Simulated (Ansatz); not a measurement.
**C2H5Si+ (SMILES C=[SiH][CH2+]): single points off equilibrium**

A test off equilibrium: a structure displaced at random from a GFN2-xTB minimum is computed at several levels, and each is set against CCSD(T).

The runs use Ansatz 0.2.0, Gaussian basis; single points in def2-TZVPP.

Cores are frozen in the correlated methods.

### 1 The system as given

SMILES `C=[SiH][CH2+]`, 8 atoms, charge 1, spin multiplicity 1.

Atoms are counted from 1 here; the program's logs count them from 0.

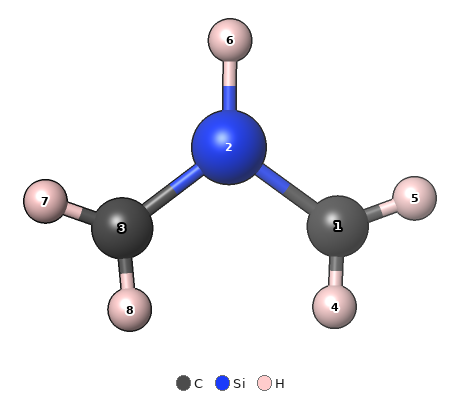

Start geometry, drawn with carbon dark grey, silicon blue, hydrogen pink; atoms are numbered from 1 in the order of the file.

As a file:

```csv
atom,x (Å),y (Å),z (Å)
C1,-1.0294,0.7757,-0.7253
Si2,0.4130,0.5899,0.3559
C3,0.7527,-1.1785,0.4991
H4,-1.5534,-0.0542,-1.1641
H5,-1.4883,1.7467,-0.9930
H6,1.1402,1.6658,0.9533
H7,1.5881,-1.5989,1.0811
H8,0.1418,-1.9223,-0.0147
```

### 2 CCSD(T)/def2-TZVPP

run/in.yaml reads:

```yaml
crystal:
  periodic: [false, false, false]
  atoms:
    - {symbol: C, position_ang: [-1.029400, 0.775700, -0.725300]}
    - {symbol: Si, position_ang: [0.413000, 0.589900, 0.355900]}
    - {symbol: C, position_ang: [0.752700, -1.178500, 0.499100]}
    - {symbol: H, position_ang: [-1.553400, -0.054200, -1.164100]}
    - {symbol: H, position_ang: [-1.488300, 1.746700, -0.993000]}
    - {symbol: H, position_ang: [1.140200, 1.665800, 0.953300]}
    - {symbol: H, position_ang: [1.588100, -1.598900, 1.081100]}
    - {symbol: H, position_ang: [0.141800, -1.922300, -0.014700]}
basis:
  gaussian: {orbitals: def2-TZVPP}
total_charge: 1
correlation: {method: ccsd_t}
output: {forces: true}
```

No record of the launch command was kept for these runs.

### 3 PBE0-D4/def2-TZVPP

Edit run/in.yaml of step 2 so:

```diff
@@ -14,3 +14,3 @@
 total_charge: 1
-correlation: {method: ccsd_t}
-output: {forces: true}
+hamiltonian: {xc: pbe0, dispersion: d4}
+output: {forces: true, orbitals: {seedname: orbitals}}
```

### 4 wB97M-V/def2-TZVPP

Edit run/in.yaml of step 3 so:

```diff
@@ -14,3 +14,3 @@
 total_charge: 1
-hamiltonian: {xc: pbe0, dispersion: d4}
-output: {forces: true, orbitals: {seedname: orbitals}}
+hamiltonian: {xc: {name: wB97M-V}}
+output: {forces: true}
```

### 5 r2SCAN-D4/def2-TZVPP

Edit run/in.yaml of step 4 so:

```diff
@@ -14,3 +14,3 @@
 total_charge: 1
-hamiltonian: {xc: {name: wB97M-V}}
+hamiltonian: {xc: r2scan, dispersion: d4}
 output: {forces: true}
```

### 6 PBE-D4/def2-TZVPP

Edit run/in.yaml of step 5 so:

```diff
@@ -14,3 +14,3 @@
 total_charge: 1
-hamiltonian: {xc: r2scan, dispersion: d4}
+hamiltonian: {xc: pbe, dispersion: d4}
 output: {forces: true}
```

### 7 HSE06-D4/def2-TZVPP

Edit run/in.yaml of step 6 so:

```diff
@@ -14,3 +14,3 @@
 total_charge: 1
-hamiltonian: {xc: pbe, dispersion: d4}
+hamiltonian: {xc: hse06, dispersion: d4}
 output: {forces: true}
```

### 8 BLYP-D4/def2-TZVPP

Edit run/in.yaml of step 7 so:

```diff
@@ -14,3 +14,3 @@
 total_charge: 1
-hamiltonian: {xc: hse06, dispersion: d4}
+hamiltonian: {xc: {name: BLYP}, dispersion: d4}
 output: {forces: true}
```

(Steps that only read results are left out.)

Q: Predict the outcome of this session. Wanted: energy less free atoms, CCSD(T)/def2-TZVPP; RMS force component; RMS force error; HOMO and LUMO, PBE0-D4; T1 diagnostic.

The runs gave:

| quantity | value |
| --- | --- |
| energy less free atoms, CCSD(T)/def2-TZVPP | -1937.1 kJ/mol |
| RMS force component | 0.549 to 0.619 eV/Å over the methods |
| RMS force error | PBE0-D4 0.134, wB97M-V 0.194, r2SCAN-D4 0.101, PBE-D4 0.146, HSE06-D4 0.129, BLYP-D4 0.089 eV/Å |
| HOMO and LUMO, PBE0-D4 | -13.27 and -10.18 eV |
| T1 diagnostic | 0.031 |

What this shows: Against CCSD(T) the functionals' energies less atoms differ by -109.3 to -39.3 kJ/mol, PBE-D4 by -109.3 kJ/mol. The reference is not at the basis limit: in triple zeta CCSD(T) underbinds, which counts against methods that bind more; the gaps are no ranking. For forces BLYP-D4 does best and wB97M-V worst. Frozen-core CCSD(T) forces in triple zeta carry basis errors of their own, and this is one geometry, so small gaps rank nothing. The T1 diagnostic is large here, over the usual mark for main-group molecules (transition-metal compounds often pass it harmlessly), so CCSD(T) itself may be off. The restricted Hartree–Fock reference is unstable towards an unrestricted one at one or more of these structures. The program raised a warning in one or more of these runs; the logs name it.
